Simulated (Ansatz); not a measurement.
```yaml
atoms:
  - { symbol: C, position_ang: [-0.6643, -1.1127, 1.2396] }
  - { symbol: Ge, position_ang: [1.0242, -0.6709, 0.3891] }
  - { symbol: O, position_ang: [1.5317, -2.0087, -0.6837] }
  - { symbol: N, position_ang: [0.8742, 0.7928, -0.6931] }
  - { symbol: B, position_ang: [-0.2170, 1.6294, -1.0791] }
  - { symbol: N, position_ang: [-1.5398, 1.5145, -0.6078] }
  - { symbol: H, position_ang: [-0.5316, -1.9917, 1.8872] }
  - { symbol: H, position_ang: [-1.4161, -1.3614, 0.4761] }
  - { symbol: H, position_ang: [-1.0256, -0.2788, 1.8600] }
  - { symbol: H, position_ang: [2.1605, -0.4643, 1.4201] }
  - { symbol: H, position_ang: [2.1578, -2.6039, -0.2594] }
  - { symbol: H, position_ang: [1.7462, 1.0221, -1.1582] }
  - { symbol: H, position_ang: [0.0106, 2.5222, -1.8710] }
  - { symbol: H, position_ang: [-2.2595, 2.1431, -0.9317] }
  - { symbol: H, position_ang: [-1.8732, 0.8172, 0.0413] }
```

All numbers below come from RKS PBE0/def2-SVP (Ansatz).

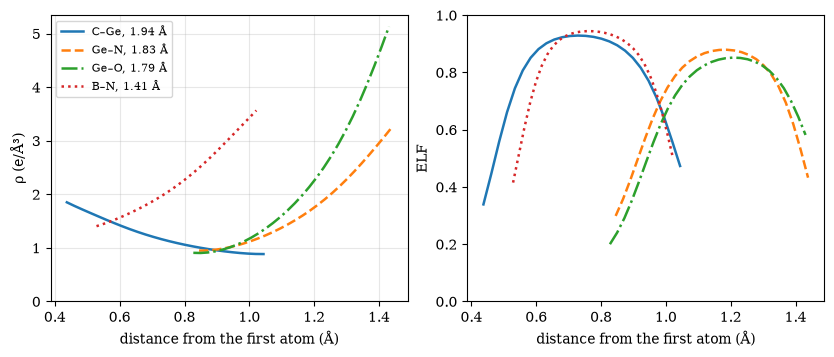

CH₉BGeN₂O. Electron density and ELF along straight lines between neighbouring atoms. The curves leave out the atomic cores.

> What can be read from the curves?

C–Ge (1.94 Å): ρ at the midpoint is about 0.91 e/Å³; the ELF peaks at about 0.95 in the valence shell of C, 0.7 Å from its nucleus, and is about 0.70 at the midpoint.
Ge–N (1.83 Å): ρ at the midpoint is about 0.98 e/Å³; the ELF peaks at about 0.90 in the valence shell of N, 0.6 Å from its nucleus, and is about 0.50 at the midpoint.
Ge–O (1.79 Å): ρ is about 0.94 e/Å³ halfway; the ELF peaks at about 0.85 in the valence shell of O, 0.6 Å from its nucleus, and is about 0.35 at the midpoint.
B–N (1.41 Å): the density is about 1.9 e/Å³ at the midpoint; the ELF peaks at about 0.95 between the atoms, as expected for a shared but strongly polarised pair.
